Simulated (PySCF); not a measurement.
Consider H5O4Pb (charge +1).

The calculation's input:

```
mol = gto.M(atom='''
Pb     0.14450    -0.27935     0.18386
O      0.74151     1.44235     1.11185
H      1.71198     1.49232     1.15653
O     -1.32651    -1.51787     0.86769
H     -1.73858    -1.14830     1.66815
O      1.32611    -1.02563    -1.30347
H      1.16208    -1.97790    -1.42074
O     -1.18346     1.18425    -1.03478
H     -0.99544     2.13157    -0.94069
H     -1.65863     1.03811    -1.86635''',
    basis={'Pb': 'def2-SVP', 'O': 'def2-SVP', 'H': 'def2-SVP'},
    ecp={'Pb': 'def2-SVP'},
    charge=1, spin=0)
mf = dft.RKS(mol, xc='PBE0')
mf.grids.atom_grid = (75, 302)  # f atoms: at least (60, 302), unpruned
mf = mf.density_fit()  # Pb def2-universal-JKFIT, O def2-universal-JKFIT, H def2-universal-JKFIT
mf.conv_tol = 1e-09; mf.max_cycle = 55
mf.kernel(dm0)
```

Run with:

```sh
OMP_NUM_THREADS=2 python run.py
```

Core potentials replace the inner electrons of Pb.

Method: RKS PBE0, Pb def2-SVP with ECP60, O def2-SVP, H def2-SVP; non-relativistic Hamiltonian with scalar-relativistic core potentials where named; density fitting (PySCF 2.14.0).

**Predict the electron density and electron localisation function between the atoms.**

Pb–O (2.04 Å): ρ at the midpoint is about 0.8 e/Å³; the ELF peaks at about 0.80 in the valence shell of O, 0.6 Å from its nucleus, and drops to about 0.20 between the two atoms.
O–H (0.97 Å): ρ is about 3.7 e/Å³ halfway; the ELF climbs to about 1 towards the hydrogen, as it does in any bond to H; a covalent bond by its length.
Pb–O (2.32 Å): ρ is about 0.4 e/Å³ halfway; the ELF is about 0.10 at the midpoint.

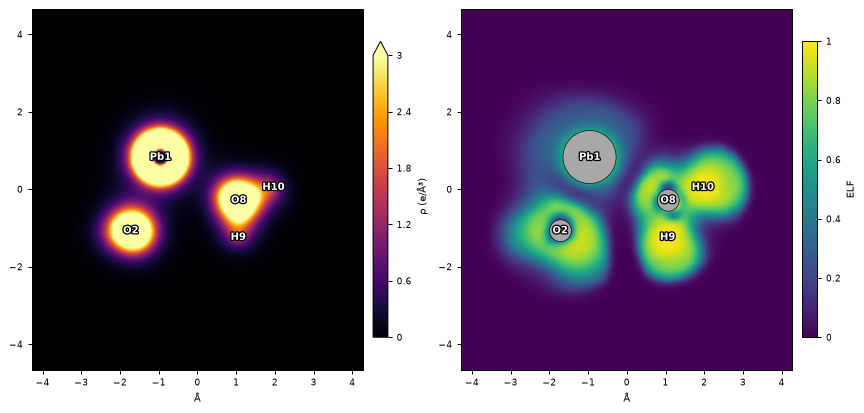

Computed electron density and electron localisation function on the plane of atoms O2, Pb1 and O8, in this order. Grey discs cover the atomic cores in the ELF map. 
